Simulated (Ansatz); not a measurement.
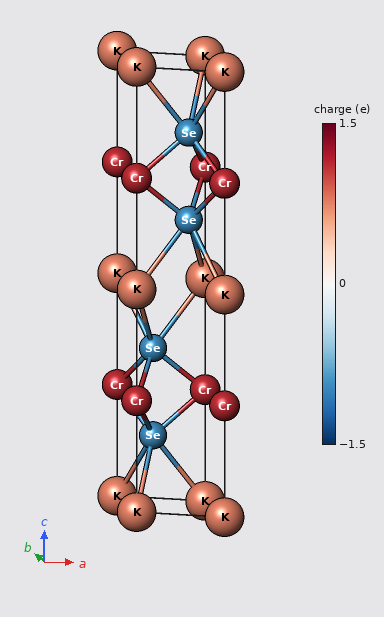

We look at a ball-and-stick model of the crystal slightly off an axis. Thin lines show the simulation cell, with boundary atoms drawn in all their periodic places. The atoms of this KCrSe₂ cell are coloured by their Bader charge.

Run with Ansatz 0.2.0, DFT, PAW plane waves, r2SCAN and these settings: a basis cut at 500 eV, an 11×11×2 grid in reciprocal space, Fermi-Dirac smearing of 0.024 eV, no spin polarisation (a spin-restricted run, not always the ground state).

Q: Which way does the charge move?

A: Most positive: Cr; most negative: Se. Charges: about K +0.7 e; Cr +1.1 e; Se -0.9 e.

The model is a generated cell, made by putting these elements into a known structure type (the compound may or may not exist in this form); its atoms and cell weren't optimised. It went into a calculation with Ansatz.

At this level of theory the cell isn't at rest (stretched, at -6 GPa and forces up to 1.7 eV/Å), so its distances can differ from those at equilibrium, the more so the softer the solid.
